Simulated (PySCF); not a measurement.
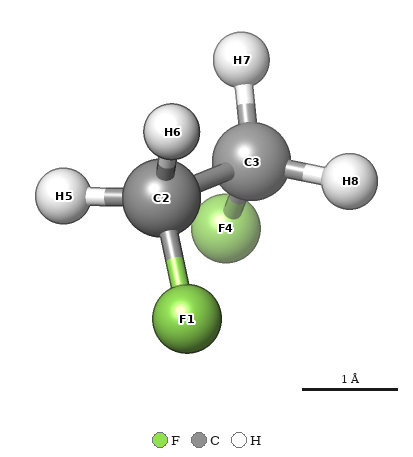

Fig. 1: The input geometry (ball-and-stick view, seen at a tilt; atoms are numbered from 1 in the order of the input).

# C$_{2}$H$_{4}$F$_{2}$: geometry relaxation (part 1 of 2)

System: C$_{2}$H$_{4}$F$_{2}$.
Method: BP86/def2-SVP, RKS (PySCF 2.14.0).

The geometry comes from this level: PBE0-D4/def2-TZVP symmetrised. Figures and captions count atoms from 1; the log counts them from 0 in places.

### Input (job.py)
```python
from pyscf import gto, dft, symm
from pyscf.hessian import thermo
from pyscf.geomopt.geometric_solver import kernel as optimise

system = gto.M(
    atom='''
F       -0.803563       0.875121       0.952772
C        0.393055       0.815611       0.271960
C        0.726708      -0.596528      -0.098619
F       -0.109324      -1.053729      -1.094088
H        0.307634       1.437394      -0.624067
H        1.179057       1.217506       0.920628
H        1.757706      -0.642924      -0.466012
H        0.619188      -1.256060       0.767541
''',
    max_memory=1860,
    verbose=3,
    basis='def2-svp',
)

calc0 = dft.RKS(system, xc='bp86')
calc0.conv_tol = 1e-10
calc0.grids.level = 4
converged, mol_eq = optimise(calc0, maxsteps=80)
print('converged:', converged)
print(mol_eq.tostring())

calc0.reset(mol_eq)
system = mol_eq
calc0.kernel()
e_final = calc0.e_tot
print(f'total energy: {e_final:.8f} hartree')
hess = calc0.Hessian().kernel()
modes = thermo.harmonic_analysis(system, hess)
thermo.dump_normal_mode(system, modes)
symm.geom.TOLERANCE = 1e-3  # for the symmetry number
th = thermo.thermo(calc0, modes['freq_au'], 298.15, 101325)
thermo.dump_thermo(system, th)
```

Machine: 1 thread of Arm Neoverse V1, 24 GiB of memory available, shared host.

Launch command:
```bash
OMP_NUM_THREADS=1 python job.py
```

### Log
```
#|     Arguments passed to driver run_optimizer():      |#
customengine              <pyscf.geomopt.geometric_solver.PySCFEngine object>
maxiter                   80
----------------------------------------------------------
Custom engine selected.
Bonds will be generated from interatomic distances less than 1.20 times sum of covalent radii
24 internal coordinates being used (instead of 24 Cartesians)
Internal coordinate system (atoms numbered from 1):
Distance 1-2
Distance 2-3
Distance 2-5
Distance 2-6
Distance 3-4
Distance 3-7
Distance 3-8
Angle 1-2-3
Angle 1-2-5
Angle 1-2-6
Angle 3-2-5
Angle 3-2-6
Angle 5-2-6
Angle 2-3-4
Angle 2-3-7
Angle 2-3-8
Angle 4-3-7
Angle 4-3-8
Angle 7-3-8
Dihedral 1-2-3-4
Dihedral 1-2-3-7
Dihedral 1-2-3-8
Dihedral 5-2-3-4
Dihedral 5-2-3-7
Dihedral 5-2-3-8
Dihedral 6-2-3-4
Dihedral 6-2-3-7
Dihedral 6-2-3-8
Translation-X 1-8
Translation-Y 1-8
Translation-Z 1-8
Rotation-A 1-8
Rotation-B 1-8
Rotation-C 1-8
<class 'geometric.internal.Distance'> : 7
<class 'geometric.internal.Angle'> : 12
<class 'geometric.internal.Dihedral'> : 9
<class 'geometric.internal.TranslationX'> : 1
<class 'geometric.internal.TranslationY'> : 1
<class 'geometric.internal.TranslationZ'> : 1
<class 'geometric.internal.RotationA'> : 1
<class 'geometric.internal.RotationB'> : 1
<class 'geometric.internal.RotationC'> : 1
> ===== Optimization Info: ====
> Job type: Energy minimization
> Maximum number of optimization cycles: 80
> Initial / maximum trust radius (Angstrom): 0.100 / 0.300
> Convergence Criteria:
> Will converge when all 5 criteria are reached:
>  |Delta-E| < 1.00e-06
>  RMS-Grad  < 3.00e-04
>  Max-Grad  < 4.50e-04
>  RMS-Disp  < 1.20e-03
>  Max-Disp  < 1.80e-03
> === End Optimization Info ===

Geometry optimization cycle 1
Cartesian coordinates (Angstrom)
 Atom        New coordinates             dX        dY        dZ
   F  -0.803563   0.875121   0.952772    0.000000  0.000000 -0.000000
   C   0.393055   0.815611   0.271960    0.000000  0.000000  0.000000
   C   0.726708  -0.596528  -0.098619    0.000000  0.000000  0.000000
   F  -0.109324  -1.053729  -1.094088    0.000000  0.000000  0.000000
   H   0.307634   1.437394  -0.624067    0.000000  0.000000  0.000000
   H   1.179057   1.217506   0.920628    0.000000  0.000000  0.000000
   H   1.757706  -0.642924  -0.466012    0.000000  0.000000  0.000000
   H   0.619188  -1.256060   0.767541    0.000000  0.000000  0.000000

WARN: Mole.unit (angstrom) is changed to Bohr

converged SCF energy = -278.066695123516
--------------- RKS_Scanner gradients ---------------
         x                y                z
0 F     0.0086117944    -0.0004388680    -0.0046605895
1 C     0.0054908343     0.0034971171    -0.0053327629
2 C     0.0045814872    -0.0015261091     0.0068912574
3 F     0.0060822896     0.0033053088     0.0069436448
4 H    -0.0012594249    -0.0066218378     0.0109702226
5 H    -0.0103889864    -0.0050406788    -0.0059884861
6 H    -0.0127742090     0.0005089298     0.0024032238
7 H    -0.0003539412     0.0063060804    -0.0112196004
----------------------------------------------
cycle 1: E = -278.066695124  dE = -278.067  norm(grad) = 0.0316829
Step    0 : Gradient = 1.120e-02/1.301e-02 (rms/max) Energy = -278.0666951235
Hessian Eigenvalues: 2.30000e-02 5.00000e-02 5.00000e-02 ... 3.43576e-01 4.94659e-01 4.94659e-01

Geometry optimization cycle 2
Cartesian coordinates (Angstrom)
 Atom        New coordinates             dX        dY        dZ
   F  -0.822233   0.883986   0.963917   -0.018670  0.008865  0.011145
   C   0.384019   0.820111   0.279208   -0.009036  0.004500  0.007248
   C   0.722462  -0.603469  -0.108086   -0.004246 -0.006941 -0.009467
   F  -0.119282  -1.067903  -1.109945   -0.009958 -0.014174 -0.015857
   H   0.312001   1.449419  -0.636523    0.004367  0.012025 -0.012456
   H   1.194083   1.225157   0.930202    0.015026  0.007651  0.009574
   H   1.776565  -0.643849  -0.470433    0.018859 -0.000925 -0.004421
   H   0.623707  -1.266209   0.781191    0.004519 -0.010149  0.013650
converged SCF energy = -278.068092754996
--------------- RKS_Scanner gradients ---------------
         x                y                z
0 F    -0.0012543715     0.0001302462     0.0005952764
1 C     0.0013243512     0.0001643919    -0.0000069479
2 C     0.0012290377     0.0003315952     0.0004034734
3 F    -0.0008850301    -0.0005516171    -0.0009209332
4 H    -0.0000910211    -0.0005260767    -0.0000337642
5 H    -0.0000569881     0.0000377888     0.0001375318
6 H     0.0000033350    -0.0000489161    -0.0001465368
7 H    -0.0002807385     0.0004526727    -0.0000208378
----------------------------------------------
cycle 2: E = -278.068092755  dE = -0.00139763  norm(grad) = 0.00283946
Step    1 : Displace = 1.869e-02/2.357e-02 (rms/max) Trust = 1.000e-01 (=) Grad = 1.004e-03/1.395e-03 (rms/max) E (change) = -278.0680927550 (-1.398e-03) Quality = 0.968
Hessian Eigenvalues: 2.30048e-02 4.99997e-02 5.00000e-02 ... 3.43576e-01 4.94659e-01 5.14643e-01

Geometry optimization cycle 3
Cartesian coordinates (Angstrom)
 Atom        New coordinates             dX        dY        dZ
   F  -0.820866   0.884627   0.963542    0.001367  0.000641 -0.000375
   C   0.383169   0.820387   0.277790   -0.000850  0.000276 -0.001419
   C   0.721352  -0.603971  -0.107154   -0.001110 -0.000502  0.000932
   F  -0.117960  -1.067770  -1.109423    0.001322  0.000134  0.000522
   H   0.311792   1.452824  -0.636462   -0.000208  0.003405  0.000062
   H   1.194327   1.224170   0.928274    0.000244 -0.000987 -0.001928
   H   1.775832  -0.642876  -0.468686   -0.000733  0.000973  0.001747
   H   0.624629  -1.269321   0.781041    0.000922 -0.003112 -0.000149
converged SCF energy = -278.068102772466
--------------- RKS_Scanner gradients ---------------
         x                y                z
0 F    -0.0003222292    -0.0000499394     0.0002149087
1 C     0.0005476486     0.0001617530    -0.0003829500
2 C     0.0004318708     0.0000276417     0.0005362288
3 F    -0.0002412250    -0.0000639506    -0.0002972330
4 H    -0.0001258731     0.0000378657    -0.0000475643
5 H    -0.0001065789    -0.0000434213     0.0000735327
6 H    -0.0000888304     0.0000050205    -0.0001038096
7 H    -0.0001074385    -0.0000851433     0.0000141580
----------------------------------------------
cycle 3: E = -278.068102772  dE = -1.00175e-05  norm(grad) = 0.00115177
Step    2 : Displace = 2.259e-03/3.349e-03 (rms/max) Trust = 1.414e-01 (+) Grad = 4.072e-04/6.891e-04 (rms/max) E (change) = -278.0681027725 (-1.002e-05) Quality = 1.075
Hessian Eigenvalues: 2.30881e-02 4.99121e-02 5.00000e-02 ... 3.50208e-01 4.31952e-01 4.94659e-01

Geometry optimization cycle 4
Cartesian coordinates (Angstrom)
 Atom        New coordinates             dX        dY        dZ
   F  -0.820760   0.885610   0.963302    0.000107  0.000983 -0.000240
   C   0.382696   0.820269   0.277852   -0.000473 -0.000118  0.000062
   C   0.720861  -0.603849  -0.107594   -0.000491  0.000122 -0.000440
   F  -0.117561  -1.068356  -1.109448    0.000399 -0.000587 -0.000025
   H   0.312522   1.453063  -0.636188    0.000729  0.000239  0.000273
   H   1.194760   1.223534   0.927698    0.000433 -0.000636 -0.000577
   H   1.775798  -0.642060  -0.468174   -0.000035  0.000816  0.000511
   H   0.625241  -1.269104   0.780733    0.000612  0.000217 -0.000308
converged SCF energy = -278.068104242152
--------------- RKS_Scanner gradients ---------------
         x                y                z
0 F    -0.0000688482    -0.0000256853     0.0000566727
1 C     0.0001628779     0.0000279818    -0.0001679067
2 C     0.0001056112     0.0000227342     0.0002114933
3 F    -0.0000545783    -0.0000020014    -0.0000705765
4 H    -0.0000517060     0.0000154263     0.0000127788
5 H    -0.0000408172    -0.0000080248     0.0000183259
6 H    -0.0000338351    -0.0000069303    -0.0000300230
7 H    -0.0000324330    -0.0000338874    -0.0000233264
----------------------------------------------
cycle 4: E = -278.068104242  dE = -1.46969e-06  norm(grad) = 0.000372102
Step    3 : Displace = 7.723e-04/9.408e-04 (rms/max) Trust = 2.000e-01 (+) Grad = 1.316e-04/2.375e-04 (rms/max) E (change) = -278.0681042422 (-1.470e-06) Quality = 1.272
Hessian Eigenvalues: 2.27262e-02 4.58780e-02 5.00000e-02 ... 3.48872e-01 4.29570e-01 4.94659e-01

Geometry optimization cycle 5
Cartesian coordinates (Angstrom)
 Atom        New coordinates             dX        dY        dZ
   F  -0.820705   0.886390   0.962997    0.000055  0.000780 -0.000305
   C   0.382612   0.820345   0.277853   -0.000085  0.000075  0.000001
   C   0.720753  -0.603711  -0.107936   -0.000108  0.000138 -0.000342
   F  -0.117294  -1.068688  -1.109556    0.000267 -0.000332 -0.000108
   H   0.313275   1.453208  -0.636231    0.000753  0.000144 -0.000043
   H   1.195129   1.223193   0.927481    0.000369 -0.000341 -0.000216
   H   1.775920  -0.641493  -0.468055    0.000122  0.000567  0.000119
   H   0.625681  -1.268754   0.780637    0.000440  0.000349 -0.000096
converged SCF energy = -278.068104480259
--------------- RKS_Scanner gradients ---------------
         x                y                z
0 F     0.0000041841    -0.0000053275     0.0000048917
1 C    -0.0000058418    -0.0000171851    -0.0000026562
2 C    -0.0000117166     0.0000119446     0.0000021864
3 F     0.0000021124     0.0000030761     0.0000010951
4 H    -0.0000061688    -0.0000016569     0.0000055957
5 H     0.0000018334     0.0000058621    -0.0000063776
6 H     0.0000017691    -0.0000054363     0.0000068412
7 H    -0.0000004964    -0.0000017029    -0.0000040627
----------------------------------------------
cycle 5: E = -278.06810448  dE = -2.38107e-07  norm(grad) = 3.09165e-05
```

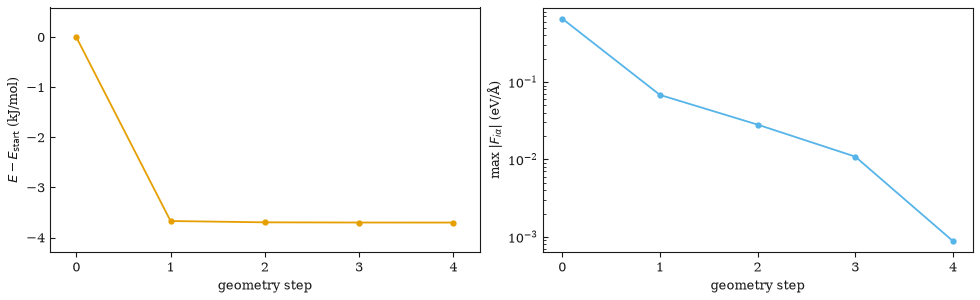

Fig. 2: Progress of the relaxation, step by step (steps are counted from 0).

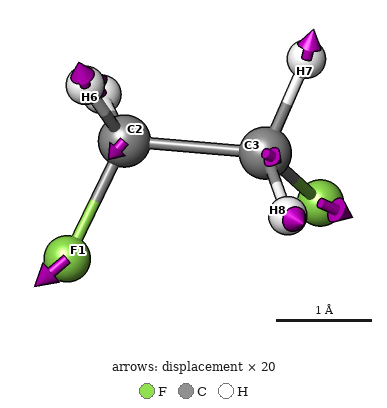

Fig. 3: The starting structure with the displacements as pink arrows, magnified 20 times (ball-and-stick view, seen at a tilt). The two geometries are laid on each other by the best rigid fit. The largest moves after the best rigid fit, 0.023 Å, are those of F1 and F4. Largest moves by element: F 0.023 Å, H 0.020 Å, C 0.014 Å. Among the contacts that change: C2–H6 1.095 → 1.116 Å, C2–H5 1.094 → 1.114 Å, C2–C3 1.498 → 1.514 Å, C3–F4 1.378 → 1.386 Å. The energy falls by 3.70 kJ/mol in 4 geometry steps. Largest force component: 0.66 eV/Å at the start, 0.00088 eV/Å at the end. (Atoms are counted from 1 in the order of the input.)

```
Step    4 : Displace = 4.613e-04/5.316e-04 (rms/max) Trust = 2.828e-01 (+) Grad = 1.093e-05/1.834e-05 (rms/max) E (change) = -278.0681044803 (-2.381e-07) Quality = 1.100
Hessian Eigenvalues: 2.27262e-02 4.58780e-02 5.00000e-02 ... 3.48872e-01 4.29570e-01 4.94659e-01
Converged! =D

converged: True
F          -0.82070474        0.88639026        0.96299742
C           0.38261161        0.82034454        0.27785302
C           0.72075295       -0.60371092       -0.10793580
F          -0.11729367       -1.06868794       -1.10955633
H           0.31327468        1.45320755       -0.63623125
H           1.19512934        1.22319341        0.92748113
H           1.77591951       -0.64149251       -0.46805516
H           0.62568083       -1.26875428        0.78063708
converged SCF energy = -278.068104480261
total energy: -278.06810448 hartree
Mode                                 0                   1                   2
Irrep
Freq [cm^-1]                      151.7928            314.8268            478.3373
Reduced mass [au]                   4.8507              2.4450              2.3039
Force const [Dyne/A]                0.0659              0.1428              0.3106
Char temp [K]                     218.3960            452.9657            688.2209
Normal mode                   x     y     z       x     y     z       x     y     z
       0   F                -0.03 -0.07 -0.11    0.04 -0.09 -0.02    0.03 -0.07 -0.01
       1   C                 0.07  0.00  0.05    0.00  0.02 -0.09    0.05  0.11  0.01
       2   C                 0.07  0.03 -0.02   -0.02 -0.02  0.09   -0.09  0.09 -0.01
       3   F                -0.08  0.05  0.09   -0.01  0.10  0.03   -0.00 -0.08 -0.02
       4   H                 0.17  0.08  0.09   -0.15 -0.15 -0.20    0.13  0.34  0.16
       5   H                -0.01 -0.06  0.18   -0.01  0.23 -0.21    0.05 -0.10  0.15
       6   H                 0.02  0.06 -0.17    0.01 -0.23  0.21   -0.05 -0.12  0.13
       7   H                 0.21 -0.01 -0.03   -0.25  0.08  0.14   -0.29  0.26  0.10
Mode                                 3                   4                   5
Irrep
```
